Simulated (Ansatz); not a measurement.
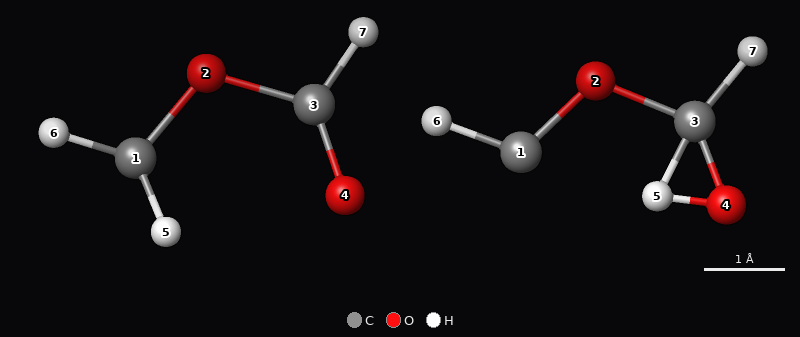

Two geometries of C2H3O2 (multiplicity 2), drawn at one scale. One is the start of a relaxation, the other its converged end. Style: ball-and-stick. Shown at a tilt.

The calculation used UKS PBE0-D4/STO-3G in Ansatz. Set-up: collinear spin; force threshold 0.02 eV/Å; at most 50 steps.

Question: Which geometry has the lower energy?

Answer: The left one is the relaxed one. The run prepares an end point of a later path (hydrogen shift) calculation, from a guessed geometry. Over 12 accepted moves (14 points after the start) the energy falls by 244.1 kcal/mol. Largest force component: 32 eV/Å at the start, 0.0085 eV/Å at the end. The line search rejected the trial steps at points 10, 12 of the run. The atom that moves furthest after the best rigid fit is H5 (1.25 Å). By element the largest moves are H 1.25 Å, C 0.33 Å, O 0.26 Å. Near-neighbour distances that change, for instance: O4–H5 0.883 → 2.319 Å, C3–H5 1.090 → 2.515 Å, C1–H5 1.818 → 1.098 Å, C3–O4 1.146 → 1.240 Å. New bonds form: C1–H5 (1.82 → 1.10 Å). Bonds break: C3–H5 (1.09 → 2.51 Å), O4–H5 (0.88 → 2.32 Å). Among the angles between lasting bonds that change: O2–C3–O4 133.0° → 125.0°, O4–C3–H7 120.9° → 128.1°.

Limits of the set-up: STO-3G is a minimal basis, so the numbers are rough.
